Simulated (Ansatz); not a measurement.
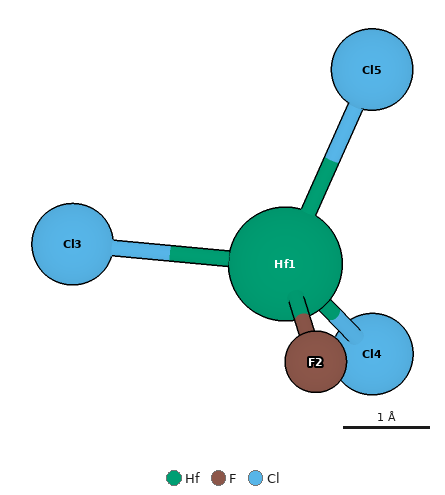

**Figure 1.** The input geometry (ball-and-stick view, seen at a tilt; atoms are numbered from 1 in the order of the input). Sticks mark near contacts. Bond lengths as drawn: Cl–Hf 2.52 Å and F–Hf 1.98 Å.

**Geometry relaxation of HfCl₃F**

HfCl₃F, computed with RKS PBE0/def2-SVP (Ansatz 0.2.0).

It belongs to a series of runs on one base structure; here: start relaxed. Figures and captions count atoms from 1; the log counts them from 0 in places.

### Output
```
The last accepted step is kept in [file] (removed where the run ends without a failure and the disk answers)
Engine: ansatz 0.2.0, aarch64-unknown-linux-gnu
Functional definition: PBE0
  parameter a = 0.25
  parameter kappa = 0.804
  parameter beta = 0.06672455060314922
  exchange = (1 - a)*pbe_x(kappa = kappa, mu = beta*pi^2/3) + a*exact_x
  correlation = pbe_c(beta = beta)
995 factors; integrals over basis functions are off by at most 4.8e-4 eV
mean field evaluation 1: about -41566.0355 eV, gradient 4.3e1 eV
mean field evaluation 2: about -41520.6912 eV, gradient 1.7e2 eV
mean field evaluation 4: about -41570.4175 eV, gradient 5.5e0 eV
mean field evaluation 8: about -41570.5183 eV, gradient 2.8e-1 eV
mean field evaluation 16: about -41570.5186 eV, gradient 1.2e-5 eV
mean field -41570.51856528 eV, -1527.6883797644 hartree, gradient 1.3e-5 eV, S^2 0.000000; 0 other end points of the search recorded, 0 dependent functions left out
the calculation of the forces begins
reference -41570.51862003 eV, -1527.6883817767 hartree; 36, 36 occupied and 64, 64 virtual orbitals, 995 factors
relax step   1: F+E_penalty+E_count = -41570.51856528 eV  Δ(F+E_penalty+E_count) = +0.000e0 eV  max|allowed force component| = 2.568e0 eV/Å  Δτ_max = 0.0000 Å  (31 SCF iters, accepted)
these checks for a lower state are left out or cut short: starts, cluster_reference, orbital_swaps, neighbouring_geometries, increment
995 factors; integrals over basis functions are off by at most 4.3e-4 eV
mean field -41571.38601537 eV, -1527.7202579672 hartree, gradient 1.0e-5 eV, S^2 0.000000; 0 other end points of the search recorded, 0 dependent functions left out
the calculation of the forces begins
reference -41571.38606997 eV, -1527.7202599738 hartree; 36, 36 occupied and 64, 64 virtual orbitals, 995 factors
relax step   2: F+E_penalty+E_count = -41571.38601537 eV  Δ(F+E_penalty+E_count) = -8.675e-1 eV  max|allowed force component| = 6.766e-1 eV/Å  Δτ_max = 0.1950 Å  (36 SCF iters, accepted)
these checks for a lower state are left out or cut short: starts, cluster_reference, orbital_swaps, neighbouring_geometries, increment
995 factors; integrals over basis functions are off by at most 4.3e-4 eV
mean field evaluation 32: about -41571.4063 eV, gradient 3.8e-4 eV
mean field -41571.40626305 eV, -1527.7210020557 hartree, gradient 1.9e-5 eV, S^2 0.000000; 0 other end points of the search recorded, 0 dependent functions left out
the calculation of the forces begins
reference -41571.40631763 eV, -1527.7210040617 hartree; 36, 36 occupied and 64, 64 virtual orbitals, 995 factors
relax step   3: F+E_penalty+E_count = -41571.40626305 eV  Δ(F+E_penalty+E_count) = -2.025e-2 eV  max|allowed force component| = 6.487e-2 eV/Å  Δτ_max = 0.0224 Å  (30 SCF iters, accepted)
these checks for a lower state are left out or cut short: starts, cluster_reference, orbital_swaps, neighbouring_geometries, increment
995 factors; integrals over basis functions are off by at most 4.3e-4 eV
mean field -41571.40638658 eV, -1527.7210065957 hartree, gradient 1.5e-5 eV, S^2 0.000000; 0 other end points of the search recorded, 0 dependent functions left out
the calculation of the forces begins
reference -41571.40644117 eV, -1527.7210086016 hartree; 36, 36 occupied and 64, 64 virtual orbitals, 995 factors
relax step   4: F+E_penalty+E_count = -41571.40638658 eV  Δ(F+E_penalty+E_count) = -1.235e-4 eV  max|allowed force component| = 8.914e-4 eV/Å  Δτ_max = 0.0022 Å  (33 SCF iters, accepted)
```

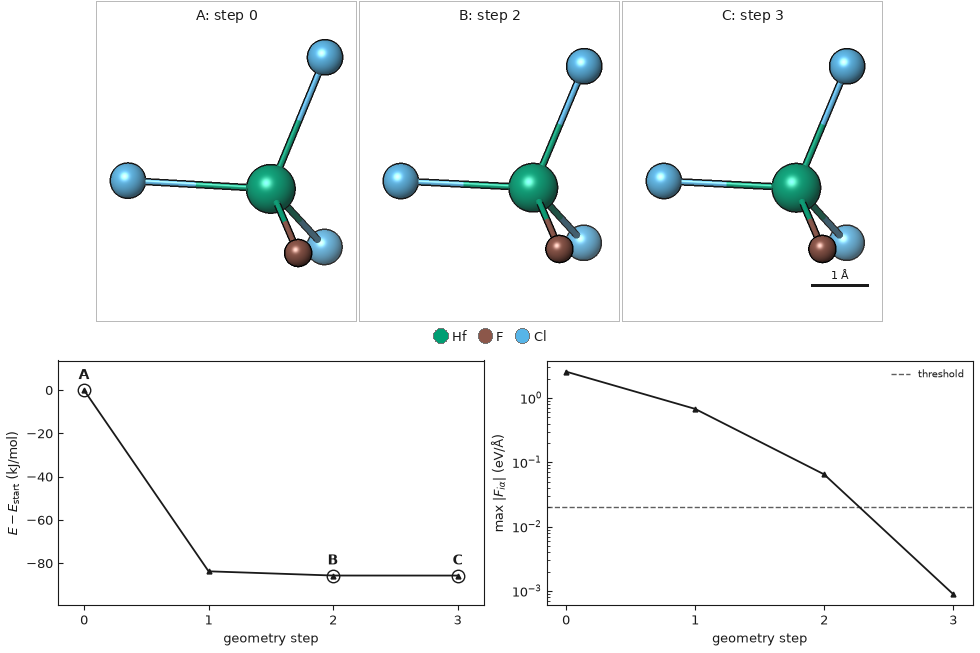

**Figure 2.** Frames of the relaxation (ball-and-stick view, seen at a tilt) above the curves, on which the letters mark them (the first geometry is step 0 here and step 1 in the log).

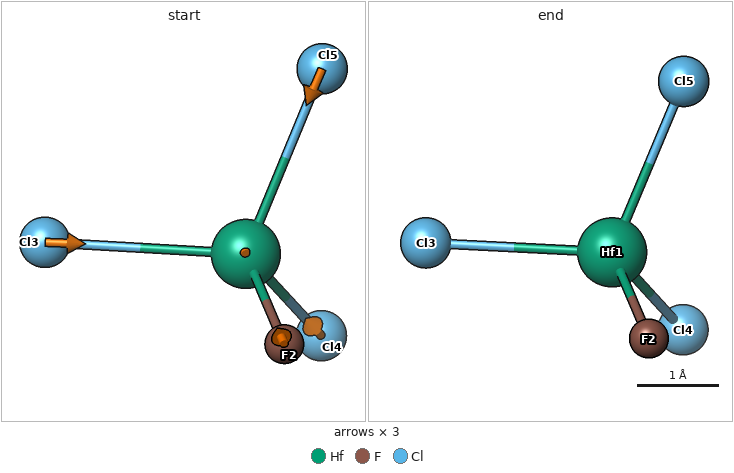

**Figure 3.** Before (left) and after (right) the relaxation, at one scale (ball-and-stick view, seen at a tilt). The orange arrows give the displacements, magnified 3 times. The largest moves after the best rigid fit, 0.18 Å, are those of Cl3, Cl4 and Cl5. Largest moves by element: Cl 0.18 Å, F 0.12 Å, Hf 0.03 Å. Among the contacts that change: Hf1–Cl3 2.520 → 2.333 Å, Hf1–F2 1.980 → 1.890 Å. The energy falls by 85.7 kJ/mol in 3 geometry steps. The largest force component goes from 2.6 to 0.00089 eV/Å. (Atoms are counted from 1 in the order of the input.)

```
995 factors; integrals over basis functions are off by at most 4.3e-4 eV
mean field -41571.40638658 eV, -1527.7210065957 hartree, gradient 1.5e-5 eV, S^2 0.000000; 1 other end points of the search recorded, 0 dependent functions left out
the calculation of the forces begins
reference -41571.40644117 eV, -1527.7210086016 hartree; 36, 36 occupied and 64, 64 virtual orbitals, 995 factors
Total energy: -41571.40644117 eV, -1527.7210086016 hartree
Atom 0 at     0.000418     0.000000    -0.034015 Å, force     0.000268    -0.000000     0.000773 eV/Å
Atom 1 at     0.000150     0.000000     1.855583 Å, force     0.000066    -0.000000    -0.000733 eV/Å
Atom 2 at     2.209344    -0.000000    -0.786214 Å, force    -0.000891    -0.000000     0.000100 eV/Å
Atom 3 at    -1.103656     1.913090    -0.786477 Å, force     0.000279    -0.000237    -0.000070 eV/Å
Atom 4 at    -1.103656    -1.913090    -0.786477 Å, force     0.000279     0.000237    -0.000070 eV/Å
Dipole moment:    -0.000124     0.000000    -0.014461 e Å
```

### Trajectory as extended XYZ (Å, eV, eV/Å), 4 frames, from step=1 to step=4
```
5
Properties=species:S:1:pos:R:3:forces:R:3 step=1 energy=-41570.51856
Hf    0.0000    0.0000    0.0000    0.0149   0.0000   0.0669
F     0.0000    0.0000    1.9800   -0.0007   0.0000  -2.5681
Cl    2.3764    0.0000   -0.8392   -2.3032   0.0000   0.8361
Cl   -1.1869    2.0563   -0.8392    1.1445  -1.9837   0.8325
Cl   -1.1869   -2.0563   -0.8392    1.1445   1.9837   0.8325
5
Properties=species:S:1:pos:R:3:forces:R:3 step=2 energy=-41571.38601
Hf    0.0006    0.0000   -0.0524    0.0067   0.0000   0.6766
F     0.0000    0.0000    1.8432    0.0004   0.0000  -0.1294
Cl    2.1919    0.0000   -0.7760    0.4564   0.0000  -0.1806
Cl   -1.0950    1.8971   -0.7762   -0.2317   0.4025  -0.1833
Cl   -1.0950   -1.8971   -0.7762   -0.2317  -0.4025  -0.1833
5
Properties=species:S:1:pos:R:3:forces:R:3 step=3 energy=-41571.40626
Hf    0.0005    0.0000   -0.0355    0.0016   0.0000   0.0481
F     0.0001    0.0000    1.8561    0.0002   0.0000  -0.0649
Cl    2.2115    0.0000   -0.7859   -0.0261   0.0000   0.0061
Cl   -1.1048    1.9146   -0.7862    0.0121  -0.0203   0.0053
Cl   -1.1048   -1.9146   -0.7862    0.0121   0.0203   0.0053
5
Properties=species:S:1:pos:R:3:forces:R:3 step=4 energy=-41571.40639
Hf    0.0004    0.0000   -0.0340    0.0003   0.0000   0.0008
F     0.0001    0.0000    1.8556    0.0001   0.0000  -0.0007
Cl    2.2093    0.0000   -0.7862   -0.0009   0.0000   0.0001
Cl   -1.1037    1.9131   -0.7865    0.0003  -0.0002  -0.0001
Cl   -1.1037   -1.9131   -0.7865    0.0003   0.0002  -0.0001
```

This output came from the following input.

### Input file
```yaml
crystal:
  periodic: [false, false, false]
  atoms:
    - { symbol: Hf, position_ang: [0.0, 0.0, 0.0] }
    - { symbol: F, position_ang: [0.0, 0.0, 1.98] }
    - { symbol: Cl, position_ang: [2.3764, 0.0, -0.8392] }
    - { symbol: Cl, position_ang: [-1.1869, 2.0563, -0.8392] }
    - { symbol: Cl, position_ang: [-1.1869, -2.0563, -0.8392] }
basis:
  gaussian: { orbitals: def2-SVP }
hamiltonian:
  xc: pbe0
relax:
  f_tol: 0.02
  max_steps: 40
```

Command:
```bash
ansatz run input.yaml --threads 2 --pin off --max-ram 3072MiB --backend cpu --events-out ev --progress --plain --runs-dir out
```

### Key numbers

| quantity | value |
| --- | --- |
| outcome | converged |
| total energy | −41571.4064 eV |
| mean-field energy | −41571.4064 eV |
| largest force (length of the vector) at the end | 0.001 eV/Å |
| hardware | 2 threads of Arm Neoverse V1, 24 GiB of memory available, shared host |
| wall time | 18 s (CPU time 36 s) |
| peak memory | 0.18 GiB |
